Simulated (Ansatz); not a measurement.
# CH4OSi: ionisation energy by level of theory

Aim: the vertical ionisation energy of CH4OSi, as cation minus neutral at the neutral's geometry, on several levels, and how well −ε(HOMO) stands in for it.

Program: Ansatz 0.2.0, Gaussian basis. Level of theory: unrestricted cation, the program's frozen cores in correlated methods. These are calculated values, not measurements.

Levels to be run: UKS PBE-D4/def2-TZVPP; UKS r2SCAN-D4/def2-TZVPP; UKS PBE0-D4/def2-TZVPP; UKS B3LYP-D4/def2-TZVPP; UKS wB97X-V/def2-TZVPP; UKS wB97M-V/def2-TZVPP; UKS B2PLYP/def2-TZVPP; UHF-CCSD(T)/def2-TZVPP; UHF-MP2/def2-QZVPP; extrapolation to the limit; then −ε(HOMO) from the neutral's earlier runs with LDA (SPW92), PBE-D4, revPBE-D4, BLYP-D4, r2SCAN-D4, B97M-V, PBE0-D4, B3LYP-D4, r2SCANh-D4, r2SCAN0-D4, HSE06-D4, BHLYP-D4, CAM-B3LYP-D4, LC-ωPBE, ωB97X-V, ωB97M-V.

### 1 Structure used throughout

An earlier PBE0-D4 in a triple-zeta def2 set relaxation fixed the geometry.

SMILES `O=C[SiH3]`, 7 atoms, charge 0, spin multiplicity 1.

Atoms are counted from 1 here; the program's logs count them from 0.

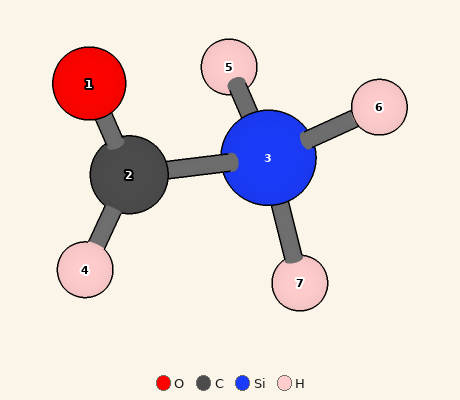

The geometry (oxygen red, carbon dark grey, silicon blue, hydrogen pink); atoms are numbered from 1 in the order of the file.

As a file:

```xyz
7
CH4OSi
O    -1.77898   -0.92400   -0.29340
C    -0.61343   -0.96550    0.00632
Si    0.46135    0.63925   -0.00780
H    -0.15500   -1.94155    0.29402
H     0.43365    1.19407   -1.38356
H    -0.14452    1.60163    0.94518
H     1.85814    0.32810    0.39365
```

### 2 Cation, UKS PBE-D4/def2-TZVPP

Input file in.yaml:

```yaml
crystal:
  periodic: [false, false, false]
  atoms:
    - {symbol: O, position_ang: [-1.778980, -0.923995, -0.293403]}
    - {symbol: C, position_ang: [-0.613426, -0.965497, 0.006322]}
    - {symbol: Si, position_ang: [0.461347, 0.639247, -0.007798]}
    - {symbol: H, position_ang: [-0.154996, -1.941551, 0.294015]}
    - {symbol: H, position_ang: [0.433645, 1.194068, -1.383564]}
    - {symbol: H, position_ang: [-0.144525, 1.601628, 0.945178]}
    - {symbol: H, position_ang: [1.858135, 0.328100, 0.393651]}
basis:
  gaussian: {orbitals: def2-TZVPP}
total_charge: 1
magnetization: {spin_polarized: true, initial_magnetization: 1}
hamiltonian: {xc: pbe, dispersion: d4}
```

Launch:

```
$ ansatz run in.yaml --threads 2 --pin off --events-out ev --progress --plain --max-ram 4352MiB
```

The runs that follow: Cation, UKS r2SCAN-D4/def2-TZVPP; Cation, UKS PBE0-D4/def2-TZVPP; Cation, UKS B3LYP-D4/def2-TZVPP; Cation, UKS wB97X-V/def2-TZVPP; Cation, UKS wB97M-V/def2-TZVPP; Cation, UKS B2PLYP (frozen core)/def2-TZVPP; Cation, UHF-CCSD(T)/def2-TZVPP; Cation, UHF-MP2/def2-QZVPP.

Before running them: what should the planned runs give, taken together? Wanted: ionisation energy, CCSD(T)/CBS; nearest functional by difference; nearest −ε(HOMO); −ε(HOMO) of PBE; T1 of the cation.

**Answer**, as computed:

| quantity | value |
| --- | --- |
| ionisation energy, CCSD(T)/CBS | 9.81 eV |
| nearest functional by difference | B3LYP-D4 (-0.16 eV) |
| nearest −ε(HOMO) | LC-ωPBE (+0.04 eV) |
| −ε(HOMO) of PBE | 5.72 eV |
| T1 of the cation | 0.041 |

**Reading.** By cation minus neutral, the functionals miss by 0.38 eV at most. −ε(HOMO) of PBE misses by 4.1 eV, since self-interaction lifts the level. Among orbital estimates LC-ωPBE comes nearest. Hartree-Fock falls 1.29 eV short, as the neutral has more correlation energy than the cation. The cation's T1 (from the report) is 0.041, near the customary mark of 0.045 for open shells, so the coupled-cluster value is less safe.
